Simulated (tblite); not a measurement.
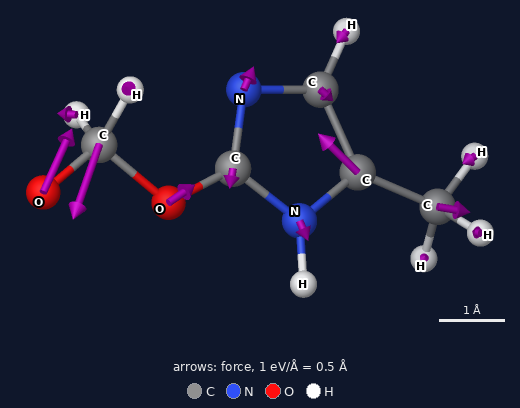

Starting geometry of C$_{5}$H$_{7}$N$_{2}$O$_{2}$ (multiplicity 2) with the computed forces as purple arrows. The picture is a ball-and-stick view, seen at a tilt.

These are results of tblite, GFN2-xTB geometry optimisation, gas phase, not measurements. 

**What follows when this structure is relaxed?**

It isn't relaxed: the largest force vector, on a C atom, is 2.78 eV/Å. The final displacements follow the starting forces only in part (cosine between the two patterns 0.48). After 30 geometry steps the energy has fallen by 0.228 eV. An O atom moves most after the best rigid fit: 0.15 Å. Largest moves by element: O 0.15 Å, H 0.07 Å, N 0.04 Å, C 0.04 Å. Among the contacts that change: C–O 1.330 → 1.266 Å, C–H 1.094 → 1.122 Å, C–C 1.458 → 1.481 Å, C–C 1.398 → 1.375 Å. Bond angles that change, for instance: O–C–O 106.3° → 114.0°, O–C–H 118.2° → 114.3°, O–C–H 117.4° → 114.3°.
